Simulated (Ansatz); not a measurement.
C₂H₆FO (SMILES C[C@H]([OH2+])F) (charge +1)

Input

```
crystal:
  periodic: [false, false, false]
  atoms:
    - {symbol: C, position_ang: [-1.483855, 1.149513, -0.017918]}
    - {symbol: C, position_ang: [-1.031379, 1.071347, -1.429287]}
    - {symbol: F, position_ang: [-0.123250, 1.969729, -1.758929]}
    - {symbol: O, position_ang: [-0.330152, -0.292180, -1.612536]}
    - {symbol: H, position_ang: [-2.168659, 0.326991, 0.227695]}
    - {symbol: H, position_ang: [-0.628622, 1.170217, 0.675052]}
    - {symbol: H, position_ang: [-2.028749, 2.098554, 0.099057]}
    - {symbol: H, position_ang: [-1.821564, 1.006442, -2.192400]}
    - {symbol: H, position_ang: [0.044127, -0.431530, -2.507118]}
    - {symbol: H, position_ang: [0.356598, -0.479702, -0.939331]}
basis:
  gaussian:
    orbitals: def2-TZVPD
hamiltonian:
  xc: pbe0
output: {forces: true, orbitals: {seedname: orbitals}}
total_charge: 1
```

Command:

```sh
ansatz run input.yaml --threads 2 --pin off --max-ram 4350MiB --events-out events.jsonl --progress --plain --runs-dir runs
```

Geometry: PBE0-D3(BJ)/def2-SVP.

Level of theory: Ansatz 0.2.0, isolated molecule in a Gaussian basis; Kohn-Sham density functional theory, functional PBE0.

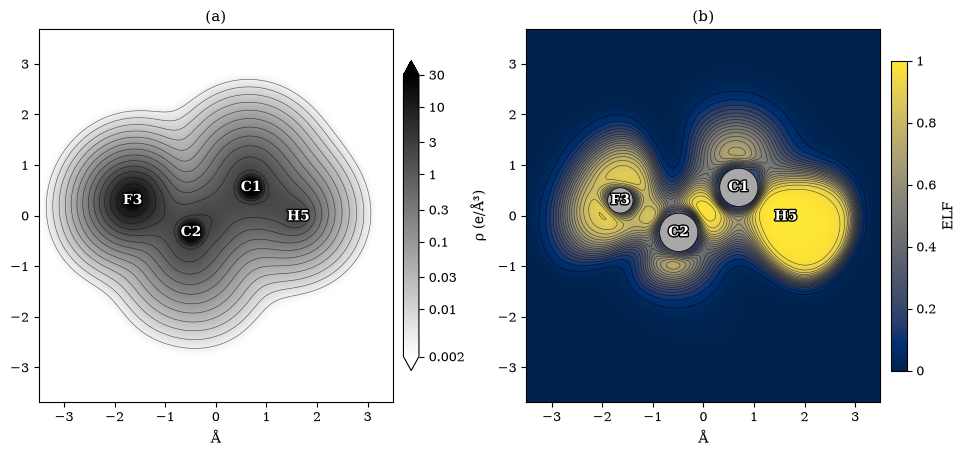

Figure 1. (a) total electron density; (b) electron localisation function on the plane of atoms C2, C1 and H5. Grey discs cover the atomic cores in the ELF map.

**What do the fields say about this system?**

The section cuts through C, F and H sites.
C–F (1.32 Å): ρ at the midpoint is about 2.5 e/Å³; the ELF peaks at about 0.85 between the atoms (a shared but strongly polarised pair).
C–C (1.48 Å): ρ is about 1.8 e/Å³ halfway; the ELF peaks at about 1 between the atoms: localised, covalent bonding.
C–H (1.10 Å): ρ at the midpoint is about 2 e/Å³; the ELF climbs to about 1 towards the hydrogen, as it does in any bond to H: an ordinary covalent bond to hydrogen.
The ELF also peaks beside F3, away from the bonds: lone-pair regions.

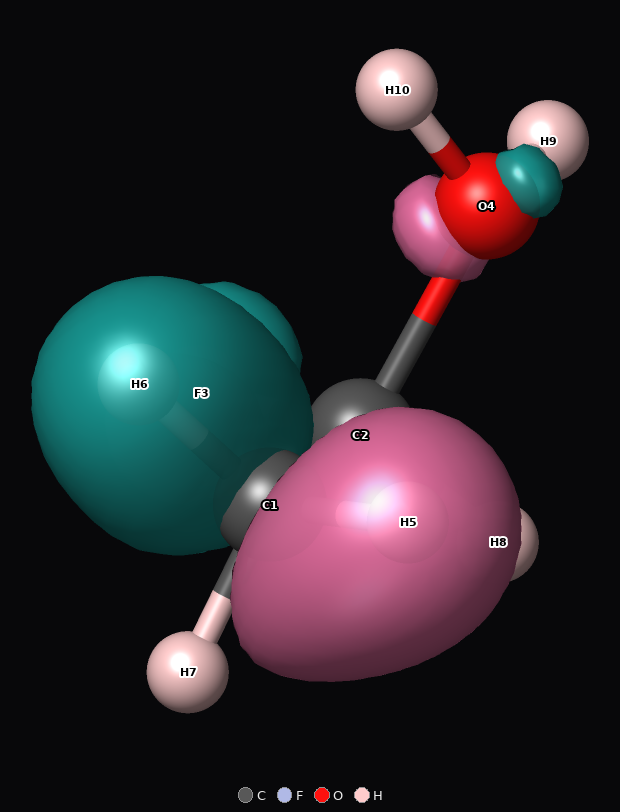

Figure 2. The HOMO−1 at ±0.2 Å⁻³ᐟ² (teal and pink are the two phases), seen at an oblique angle.

**Describe this orbital and give its energy.**

It lies mainly on C1 (about 40 %), H5 (about 20 %), H6 (about 15 %) and F3 (about 10 %). Its energy is −16.65 eV.

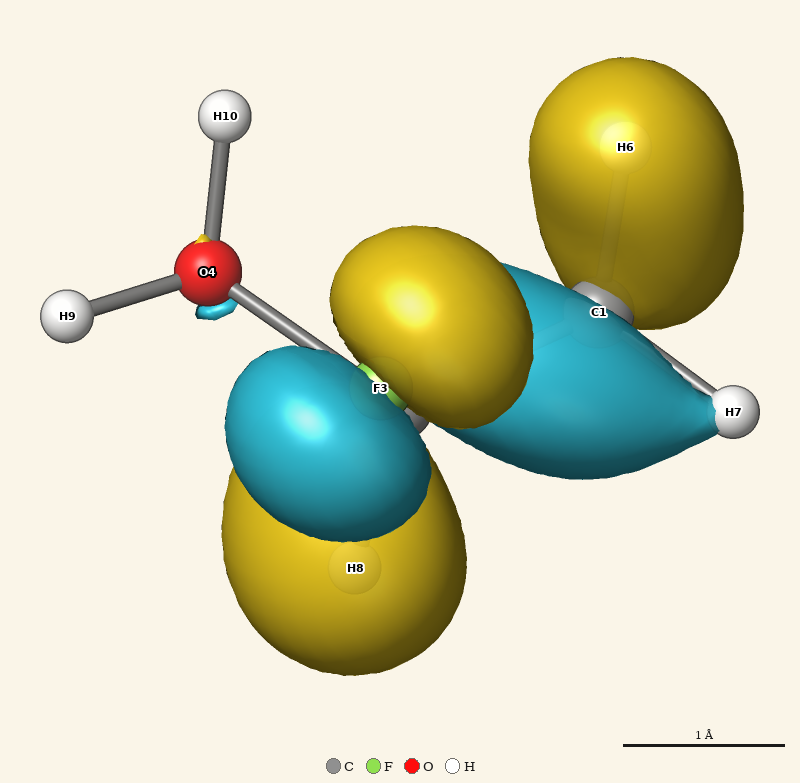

Figure 3. The HOMO at ±0.15 Å⁻³ᐟ² (yellow and cyan are the two phases), seen at a tilt.

**Where does this orbital lie, and at what energy?**

By Hirshfeld shares it lies mainly on F3 (about 35 %), C2 (about 20 %), C1 (about 20 %), H8 (about 10 %) and H6 (about 5 %). Its energy is −16.11 eV.
